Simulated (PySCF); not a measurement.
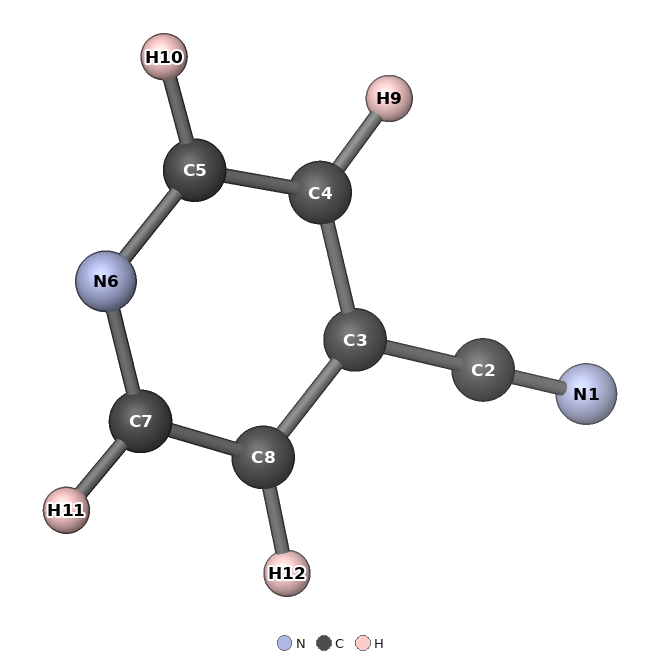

The computed structure is the end point of a PBE0-D3(BJ)/def2-TZVP optimisation. No frequency run is at hand to confirm it as a minimum. Method: GIAO ωB97X-D/pcSseg-2 NMR shielding, non-relativistic, gas phase (PySCF 2.14.0), and the same with a continuum solvent (IEF-PCM, Bondi radii x 1.2, gas-phase geometry).

How do dipole (D), HOMO–LUMO gap (eV), σ(N1) (ppm), σ(N6) (ppm), σ(C2) (ppm) change in chloroform (ε = 4.7)?

```tsv
medium	dipole (D)	HOMO–LUMO gap (eV)	σ(N1) (ppm)	σ(N6) (ppm)	σ(C2) (ppm)
gas phase	2.06	9.56	−57.2	−116.2	60.0
chloroform	2.40	9.56	−40.3	−107.0	57.1
```
